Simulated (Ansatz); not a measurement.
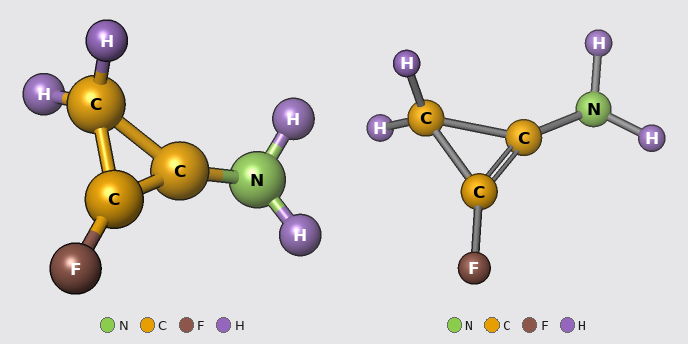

Both panels show the same species.

Identify the structure.

Formula C₃H₄FN. Its SMILES string is `NC1=C(F)C1`. Independent rings (smallest set): 1 of 3 members. Among its groups: alkene, C–F bond.

More results for the same structure follow; atom numbers are the same in all pictures, views and colours differ. The geometry was computed by an optimisation with PBE0-D4/def2-TZVP.

Shape

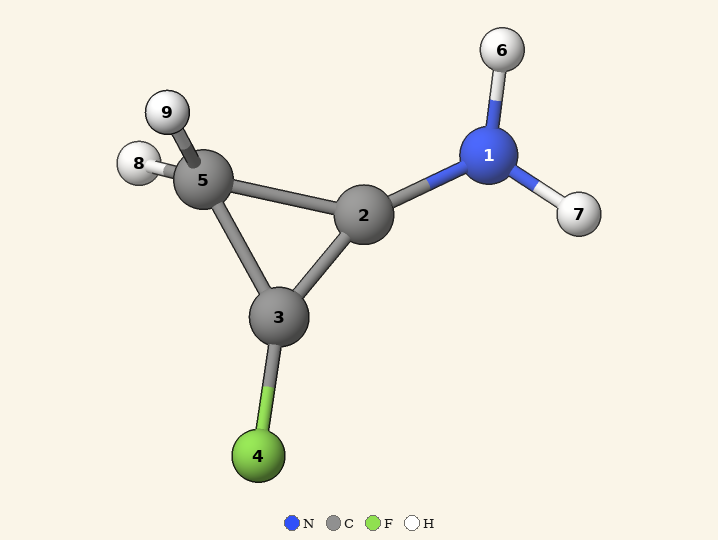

The atoms are numbered.

Which bond is the longest?

Answer. C2–C5, 1.525 Å.

What is the dihedral angle N1–C2–C3–F4?

Answer. 4° in size, that is syn (eclipsed).

Vibrations

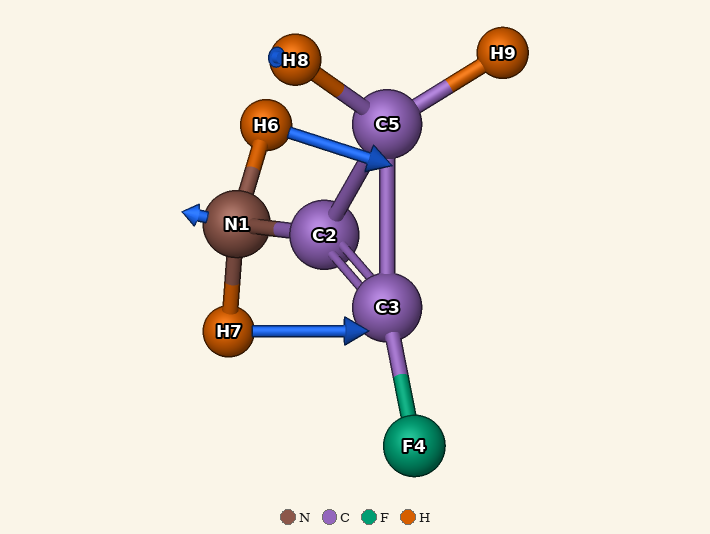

The arrows show one normal mode. Harmonic vibrations computed with RKS PBE0-D4/def2-TZVP (Ansatz 0.2.0) at a stationary point of the same level.

Describe the motion.

Answer. Mostly C–N–H bending.

At what wavenumber does it lie?

Answer. 607 cm⁻¹; it is mode 6 of 21 counted from the lowest.

Dipole moment

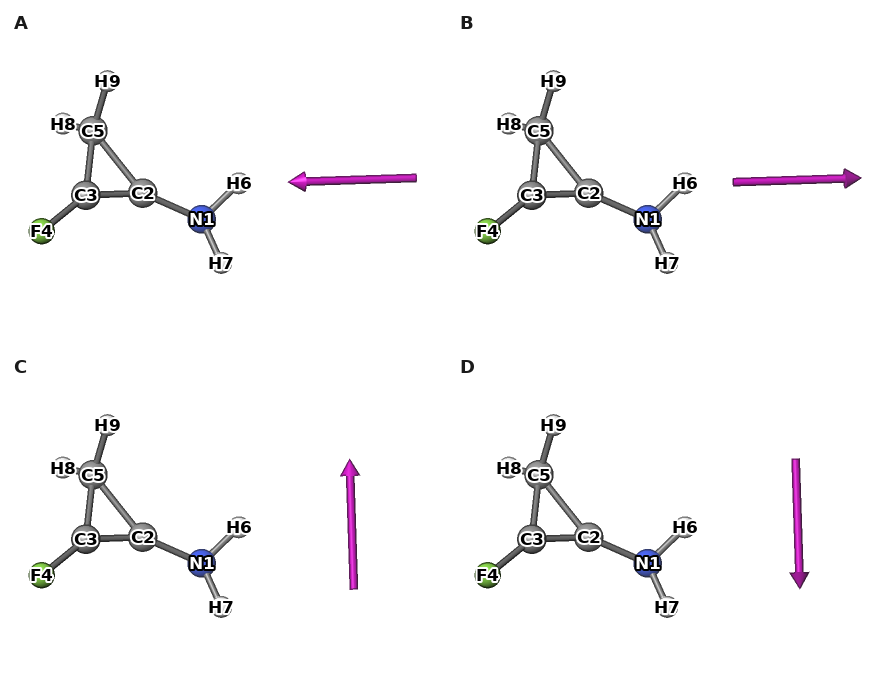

The same molecule four times, each with an arrow. Method: RKS PBE0-D4/def2-TZVP (Ansatz 0.2.0).

Which arrow points along the dipole moment, from the negative to the positive end?

Answer. B. The dipole moment is 2.66 D; it points from the side of F4 to the side of H6 (the outermost atoms at the two ends).

Thermal motion

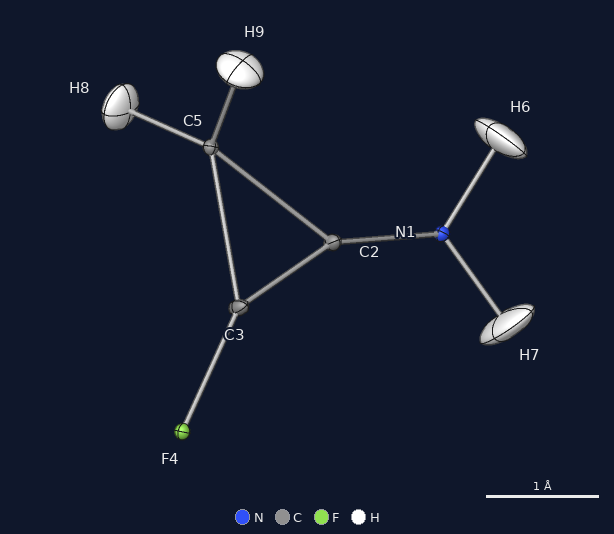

Displacement ellipsoids at the 50 % level, from the internal vibrations of the free molecule (harmonic, no overall translation or rotation; no half-axis is drawn under 0.075 Å). Vibrations computed with RKS PBE0-D4/def2-TZVP (Ansatz 0.2.0). Temperature: 200 K.

Give the displacement parameters, one line for each set of equivalent atoms.

```tsv
atom	U_eq (Å²)	rms amplitudes (Å)
N1	0.0014	0.032, 0.034, 0.044
C2	0.0024	0.029, 0.043, 0.067
C3	0.0030	0.029, 0.039, 0.082
F4	0.0012	0.027, 0.032, 0.043
C5	0.0015	0.032, 0.040, 0.043
H6	0.0238	0.077, 0.140, 0.214
H7	0.0267	0.073, 0.144, 0.233
H8	0.0156	0.079, 0.138, 0.147
H9	0.0151	0.079, 0.134, 0.145
```
